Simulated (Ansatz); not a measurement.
Reaction (SMILES): N#N (N2) → 2 N atom
B3LYP-D3(BJ)/def2-TZVP geometries, fixed; electronic energies without zero-point terms.
Largest species:
```xyz
2

N      0.0000     0.0000    -0.5454
N      0.0000     0.0000     0.5454
```
Charge 0, spin multiplicity 1.

Basis-set convergence of the atomisation energy at MP2 with Ansatz (an electronic-structure program). Cartesian d functions, on some or all atoms, in 6-31+G*; all else is spherical. Cores are frozen. Open shells are unrestricted. No added dispersion term, no relativity. Functions are those of the species that has most. Reference: Hartree-Fock in aug-cc-pV5Z plus the correlation part extrapolated as X^-3 from aug-cc-pVQZ and aug-cc-pV5Z, 240.19 kcal/mol, itself unsure by roughly 0.75 kcal/mol (a third of the extrapolation step and of the last Hartree-Fock step). Deviations are taken from unrounded values.

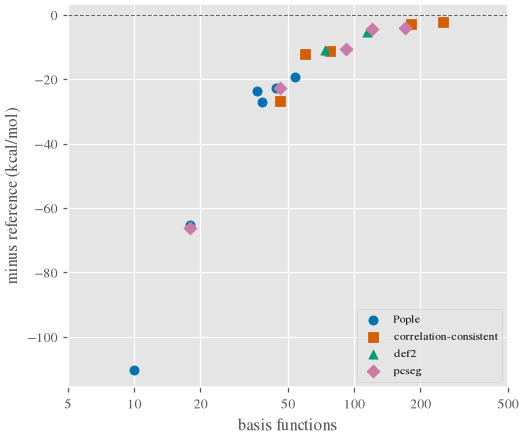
Deviation from the reference against the number of basis functions, by family of sets.

```tsv
basis	functions	atomisation energy (kcal/mol)	minus reference (kcal/mol)
STO-3G	10	129.92	-110.26
6-31G	18	174.89	-65.29
pcseg-0	18	173.89	-66.30
6-311G**	36	216.41	-23.77
6-31+G*	38	213.09	-27.09
6-311+G**	44	217.33	-22.86
aug-cc-pVDZ	46	213.47	-26.71
aug-pcseg-1	46	217.55	-22.63
6-311++G(2d,2p)	54	220.98	-19.21
cc-pVTZ	60	227.95	-12.23
def2-TZVPPD	74	229.26	-10.93
jun-cc-pV(T+d)Z	78	228.82	-11.36
aug-pcseg-2	92	229.55	-10.63
def2-QZVPP	114	234.69	-5.49
pcseg-3	120	235.68	-4.51
aug-pcseg-3	170	236.07	-4.12
cc-pV5Z	182	237.39	-2.79
aug-cc-pV5Z	254	238.00	-2.18
```
